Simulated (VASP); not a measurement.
Band structure of Mo2CN (space group Pmm2). All values below come from PBEsol GGA, VASP's PBE PAW potentials (set 64) (plane waves; VASP).

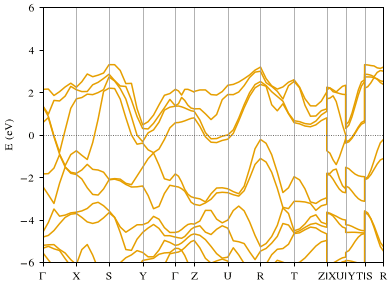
Bands along high-symmetry lines, zero at the valence-band maximum or, without a gap, the Fermi level

Problem. Read the plot: is there a gap, and where are the band edges?

Solution. It has no gap at this level: it comes out as a metal or semimetal. (Edges off the drawn lines would not show.)

The structure comes from a computed database's Mo2CN entry (Pmm2); how it stands against other phases isn't given here. It was relaxed first. The electron count is odd and the run is not spin-polarised, which forces a metal.
